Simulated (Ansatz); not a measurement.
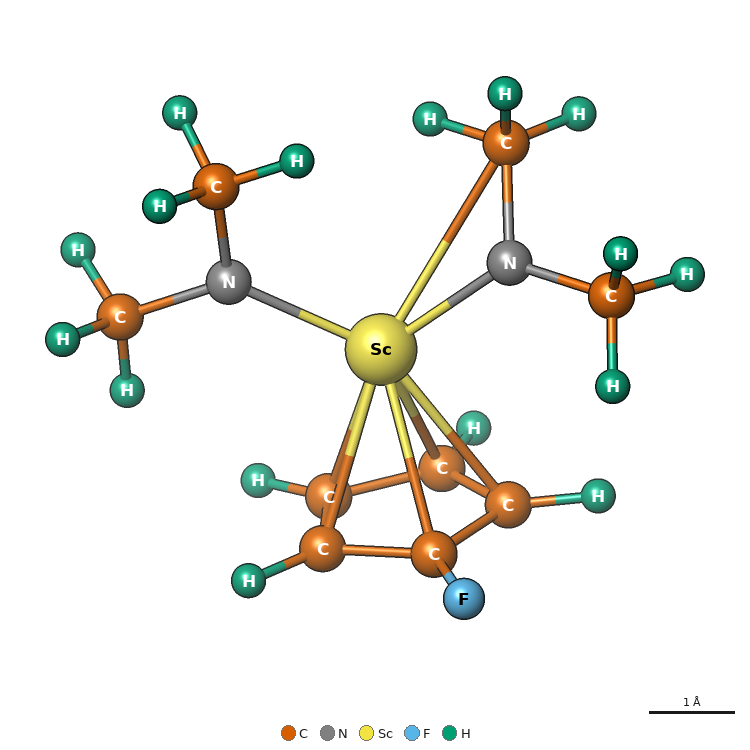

Atoms fade into the background with distance from the viewer. The species is neutral and a spin singlet. The geometry was computed by an optimisation with PBE0-D4/def2-TZVP. No frequency run is at hand to confirm it as a minimum. Masses are those of the most abundant isotopes; constants are for the rigid equilibrium geometry.

Question: What kind of rotor is it, and what are its rotational constants in MHz?

Answer: An asymmetric top (C1): A = 759, B = 632, C = 436 MHz. Ray's parameter κ is 0.21, nearer the oblate limit.
